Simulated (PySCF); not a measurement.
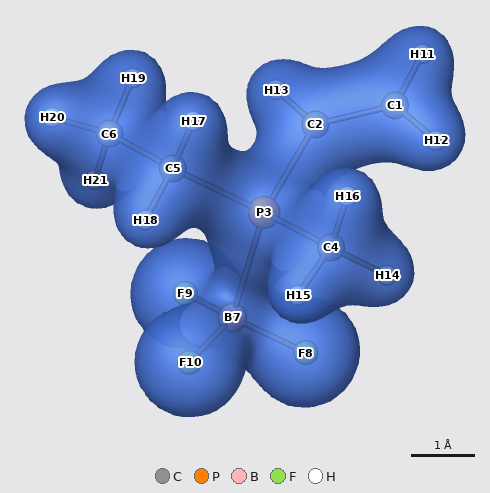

Figure 1: C₅H₁₁BF₃P. Isosurface of the electron density at 0.4 e/Å³ (blue), seen across its widest extent.

Geometry: GFN2-xTB.

Theory: PySCF, PBE0/pcSseg-1, SCF density, gas phase, non-relativistic.

```yaml
atoms:
  - { symbol: C, position_ang: [-2.5460, -1.0729, -0.3270] }
  - { symbol: C, position_ang: [-1.2926, -0.8575, -0.6959] }
  - { symbol: P, position_ang: [-0.1574, 0.3002, 0.0963] }
  - { symbol: C, position_ang: [-0.8519, 0.6699, 1.7440] }
  - { symbol: C, position_ang: [1.3538, -0.6896, 0.4688] }
  - { symbol: C, position_ang: [2.0710, -1.1286, -0.8034] }
  - { symbol: B, position_ang: [0.3257, 2.1289, -0.7962] }
  - { symbol: F, position_ang: [-0.8212, 2.8514, -0.7627] }
  - { symbol: F, position_ang: [0.7959, 1.8947, -2.0429] }
  - { symbol: F, position_ang: [1.2769, 2.5874, 0.0670] }
  - { symbol: H, position_ang: [-3.1888, -1.7404, -0.8775] }
  - { symbol: H, position_ang: [-2.9834, -0.5965, 0.5339] }
  - { symbol: H, position_ang: [-0.8887, -1.3253, -1.5850] }
  - { symbol: H, position_ang: [-1.7527, 1.2688, 1.6213] }
  - { symbol: H, position_ang: [-0.1192, 1.2620, 2.2907] }
  - { symbol: H, position_ang: [-1.0762, -0.2449, 2.2893] }
  - { symbol: H, position_ang: [1.0802, -1.5484, 1.0871] }
  - { symbol: H, position_ang: [2.0035, -0.0308, 1.0521] }
  - { symbol: H, position_ang: [1.4897, -1.8712, -1.3451] }
  - { symbol: H, position_ang: [3.0366, -1.5660, -0.5583] }
  - { symbol: H, position_ang: [2.2359, -0.2743, -1.4571] }
```

Q: Which contacts does the surface bridge?

A: At this value the surface is in one piece. It bridges the sampled C–C (1.32 Å), B–F (1.35 Å), C–P (1.80 Å) and B–P (2.09 Å) contacts, where the density stays above the isovalue. On the grid the lowest density along these lines, outside the cores, is 2.3 e/Å³ (C–C, 1.32 Å), 1.4 e/Å³ (B–F, 1.35 Å), 1.1 e/Å³ (C–P, 1.80 Å) and 0.67 e/Å³ (B–P, 2.09 Å).
